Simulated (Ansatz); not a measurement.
# PBE-QIDH/cc-pVDZ run of C2H6Si (SMILES CC[SiH])

What is the energy change on altering one bond length of C2H6Si at PBE-QIDH/cc-pVDZ? 

The results are computed with Ansatz 0.2.0.

60 further runs of the same task are left out: 60 set aside as unsound or not needed.

**1. The system as given**

The species is C2H6Si (9 atoms), meant as a singlet with charge 0. SMILES: `CC[SiH]`. The coordinates come from a PBE0-D4/def2-TZVP relaxation. This is one conformer, not always the lowest.

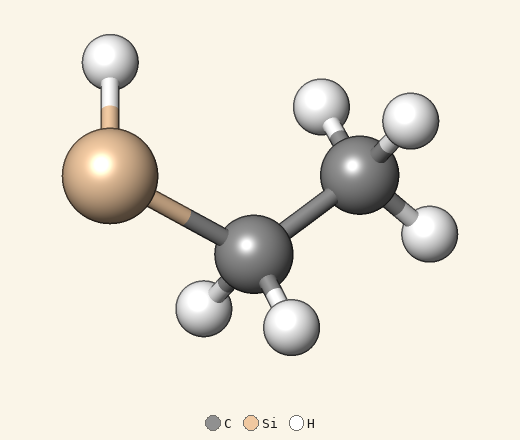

The structure, seen from a chosen angle (carbon grey, silicon light orange, hydrogen white).

**2. A single-point energy at PBE-QIDH/cc-pVDZ**

File input.yaml:

```yaml
crystal:
  periodic: [false, false, false]
  atoms:
    - symbol: C
      position_ang: [-0.593600, 0.495600, -0.562700]
    - symbol: C
      position_ang: [0.423400, -0.563800, -0.158900]
    - symbol: Si
      position_ang: [1.475100, -0.358700, 1.398700]
    - symbol: H
      position_ang: [-1.208900, 0.173100, -1.407700]
    - symbol: H
      position_ang: [-0.098000, 1.423000, -0.860500]
    - symbol: H
      position_ang: [-1.258400, 0.736300, 0.269500]
    - symbol: H
      position_ang: [1.051000, -0.864800, -1.004300]
    - symbol: H
      position_ang: [-0.103000, -1.497700, 0.133400]
    - symbol: H
      position_ang: [0.401100, 0.410600, 2.175300]
basis:
  gaussian: {orbitals: cc-pVDZ}
correlation: {frozen_orbitals: {C: 1, H: 0, Si: 5}}
accuracy: high
output: {orbitals: {seedname: orbitals}}
hamiltonian: {xc: {name: PBE-QIDH}}
```

Launch:

```bash
$ ansatz run input.yaml --threads 1 --pin off --max-ram 3480MiB --events-out events.jsonl --progress --plain --runs-dir runs
```

Log:

```text
Warning: RAYON_NUM_THREADS=1 ignored (pool sized by the plan → 1); use --threads N
Functional definition: PBE-QIDH
  name "PBE-QIDH"
  parameter a = 3^(-1/3)
  parameter c = 1/3
  exchange = (1 - a)*pbe_x + a*exact_x
  correlation = (1 - c)*pbe_c + c*(mp2_os + mp2_ss)
1848 factors; integrals over basis functions are off by at most 3.7e-9 eV
mean field evaluation 1: about -10031.6603 eV, gradient 3.1e1 eV
mean field evaluation 2: about -10031.6609 eV, gradient 3.1e1 eV
mean field evaluation 4: about -10034.2476 eV, gradient 2.0e0 eV
mean field evaluation 8: about -10034.2638 eV, gradient 2.8e-2 eV
mean field evaluation 16: about -10034.2638 eV, gradient 2.4e-5 eV
mean field -10034.26378084 eV, -368.7523924775 hartree, gradient 5.2e-8 eV, S^2 0.000000; 0 other end points of the search recorded, 0 dependent functions left out; unrestricted orbitals would lower it
7 core orbitals not correlated: weight in the atoms' cores, before any rotation towards them, 1.000 or more for the frozen orbitals, at most 0.000 for the correlated occupied ones
reference -10034.26378177 eV, -368.7523925117 hartree; 9, 9 occupied and 60, 60 virtual orbitals, 1848 factors
second order -11.66103298 eV of doubles, -0.00000000 eV of singles
Total energy: -10038.15079276 eV, -368.8952375309 hartree
```

It took 8.4 s on 1 thread of Arm Neoverse V1, shared host; peak memory 0.23 GiB.

**3. The distorted shape**

File job.yaml:

```yaml
crystal:
  periodic: [false, false, false]
  atoms:
    - symbol: C
      position_ang: [-0.909087, 0.434075, -1.029946]
    - symbol: C
      position_ang: [0.107913, -0.625325, -0.626146]
    - symbol: Si
      position_ang: [1.475100, -0.358700, 1.398700]
    - symbol: H
      position_ang: [-1.524387, 0.111575, -1.874946]
    - symbol: H
      position_ang: [-0.413487, 1.361475, -1.327746]
    - symbol: H
      position_ang: [-1.573887, 0.674775, -0.197746]
    - symbol: H
      position_ang: [0.735513, -0.926325, -1.471546]
    - symbol: H
      position_ang: [-0.418487, -1.559225, -0.333846]
    - symbol: H
      position_ang: [0.401100, 0.410600, 2.175300]
basis:
  gaussian: {orbitals: cc-pVDZ}
output: {orbitals: {seedname: orbitals}}
hamiltonian: {xc: {name: PBE-QIDH}}
accuracy: high
correlation: {frozen_orbitals: {C: 1, H: 0, Si: 5}}
```

Launch:

```bash
$ ansatz run job.yaml --threads 1 --pin off --max-ram 3480MiB --events-out events.jsonl --progress --plain --runs-dir runs
```

Log:

```text
Warning: RAYON_NUM_THREADS=1 ignored (pool sized by the plan → 1); use --threads N
Functional definition: PBE-QIDH
  name "PBE-QIDH"
  parameter a = 3^(-1/3)
  parameter c = 1/3
  exchange = (1 - a)*pbe_x + a*exact_x
  correlation = (1 - c)*pbe_c + c*(mp2_os + mp2_ss)
1827 factors; integrals over basis functions are off by at most 3.7e-9 eV
mean field evaluation 1: about -10029.3782 eV, gradient 3.4e1 eV
mean field evaluation 2: about -10029.3776 eV, gradient 3.4e1 eV
mean field evaluation 4: about -10032.9806 eV, gradient 2.5e0 eV
mean field evaluation 8: about -10033.0152 eV, gradient 5.6e-2 eV
mean field evaluation 16: about -10033.0152 eV, gradient 2.7e-5 eV
mean field -10033.01519624 eV, -368.7065078400 hartree, gradient 5.3e-8 eV, S^2 0.000000; 0 other end points of the search recorded, 0 dependent functions left out; unrestricted orbitals would lower it
7 core orbitals not correlated: weight in the atoms' cores, before any rotation towards them, 1.000 or more for the frozen orbitals, at most 0.000 for the correlated occupied ones
reference -10033.01519722 eV, -368.7065078758 hartree; 9, 9 occupied and 60, 60 virtual orbitals, 1827 factors
second order -11.81036270 eV of doubles, -0.00000000 eV of singles
Total energy: -10036.95198478 eV, -368.8511821504 hartree
```

It took 8.1 s on 1 thread of Arm Neoverse V1, shared host; peak memory 0.22 GiB.

**4. Summary of results**

Level: PBE-QIDH/cc-pVDZ, 7 core orbitals frozen.

| quantity | value |
| --- | --- |
| first shape: total energy | -368.89524 Eh |
| first shape: HOMO energy (SCF part's orbitals) | -7.79 eV |
| first shape: LUMO energy (SCF part's orbitals) | -0.64 eV |
| first shape: HOMO–LUMO gap (SCF part's orbitals) | 7.16 eV |
| distorted shape: total energy | -368.85118 Eh |
| distorted shape: HOMO energy (SCF part's orbitals) | -7.65 eV |
| distorted shape: LUMO energy (SCF part's orbitals) | -1.16 eV |
| distorted shape: HOMO–LUMO gap (SCF part's orbitals) | 6.48 eV |
| energy change with the C2–Si3 bond stretched from 1.891 to 2.458 Å | 1.199 eV |

What this shows: With the C2–Si3 bond stretched from 1.891 to 2.458 Å the energy rises by 1.20 eV (116 kJ/mol). The first shape isn't relaxed at this level, so the change isn't measured from a minimum. The restricted solution (first shape) is unstable to spin breaking: an unrestricted one lies lower. The restricted solution (distorted shape) is unstable to spin breaking: an unrestricted one lies lower.
